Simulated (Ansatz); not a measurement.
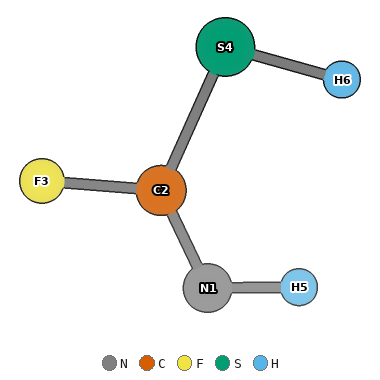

The system is CH₂FNS (SMILES N=C(F)S) with the probe Cl-; the picture shows it without the atoms that are moved over the map. The probe is moved over the molecule's main plane. The first coordinate is: x of the probe's Cl atom; the second: y of the probe's Cl atom. Nothing is relaxed (molecule and probe rigid). The grid has 13 × 15 points. At 54 points there is no value (left out of the scan, as a rule where atoms come close). All energies are given in eV relative to the lowest grid point. Energies and slopes of some neighbouring points disagree (a jump in structure or state, or too coarse a mesh). All numbers below come from Ansatz, RHF/def2-SVPD.

Range: x of the probe's Cl atom from −4.44 to 4.44 Å; y of the probe's Cl atom from −5.18 to 5.18 Å.

What will the energy surface look like?

The lowest grid point is at x of the probe's Cl atom = 0.74 Å, y of the probe's Cl atom = −3.70 Å [nearest 1 H at 2.24 Å]. The highest grid point, x of the probe's Cl atom = −1.48 Å, y of the probe's Cl atom = 2.22 Å [nearest 1 F at 1.48 Å], lies 13.79 eV above the lowest.

| y of the probe's Cl atom ↓, x of the probe's Cl atom → | −4.44 | −3.70 | −2.96 | −2.22 | −1.48 | −0.74 | 0.00 | 0.74 | 1.48 | 2.22 | 2.96 | 3.70 | 4.44 |
| --- | --- | --- | --- | --- | --- | --- | --- | --- | --- | --- | --- | --- | --- |
| 5.18 | 1.09 | 1.10 | 1.10 | 1.10 | 1.10 | 1.08 | 1.06 | 1.04 | 1.01 | 0.99 | 0.98 | 0.97 | 0.96 |
| 4.44 | 1.12 | 1.13 | 1.14 | 1.15 | 1.15 | 1.15 | 1.12 | 1.06 | 1.01 | 0.97 | 0.96 | 0.95 | 0.94 |
| 3.70 | 1.15 | 1.17 | 1.20 | 1.26 | 1.42 | 1.63 | 1.58 | 1.28 | 1.05 | 0.95 | 0.92 | 0.92 | 0.92 |
| 2.96 | 1.18 | 1.22 | 1.32 | 1.72 | 3.41 | 6.49 | 6.43 | 3.19 | 1.41 | 0.99 | 0.91 | 0.88 | 0.88 |
| 2.22 | 1.22 | 1.30 | 1.57 | 3.43 | 13.79 | – | – | 13.25 | 3.35 | 1.70 | 1.21 | 0.93 | 0.85 |
| 1.48 | 1.27 | 1.42 | 1.99 | 6.46 | – | – | – | – | – | – | – | 1.39 | 0.85 |
| 0.74 | 1.33 | 1.60 | 2.84 | – | – | – | – | – | – | – | – | – | 0.89 |
| 0.00 | 1.37 | 1.89 | 4.91 | – | – | – | – | – | – | – | – | – | 0.84 |
| −0.74 | 1.35 | 2.03 | – | – | – | – | – | – | – | – | – | – | 0.64 |
| −1.48 | 1.26 | 1.76 | – | – | – | – | – | – | – | – | – | 1.57 | 0.47 |
| −2.22 | 1.13 | 1.31 | 2.59 | – | – | – | – | – | – | – | – | 0.65 | 0.39 |
| −2.96 | 1.02 | 1.01 | 1.15 | 2.15 | 4.85 | 6.46 | 2.87 | 1.53 | 2.17 | 1.54 | 0.56 | 0.30 | 0.41 |
| −3.70 | 0.95 | 0.88 | 0.78 | 0.68 | 0.64 | 0.48 | 0.15 | 0.00 | 0.05 | 0.11 | 0.20 | 0.34 | 0.49 |
| −4.44 | 0.91 | 0.84 | 0.74 | 0.59 | 0.42 | 0.28 | 0.18 | 0.15 | 0.17 | 0.24 | 0.35 | 0.46 | 0.57 |
| −5.18 | 0.89 | 0.84 | 0.76 | 0.66 | 0.56 | 0.47 | 0.41 | 0.39 | 0.40 | 0.44 | 0.50 | 0.57 | 0.64 |

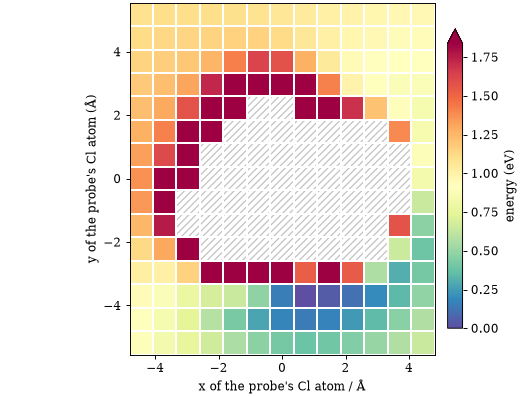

In the figure: one coloured cell a grid point, one colour for all values above the top of the scale, hatched blanks where no value was computed.

Time for the 141 points that were run: 8.8 min on 1 thread of Arm Neoverse V2 (shared host).
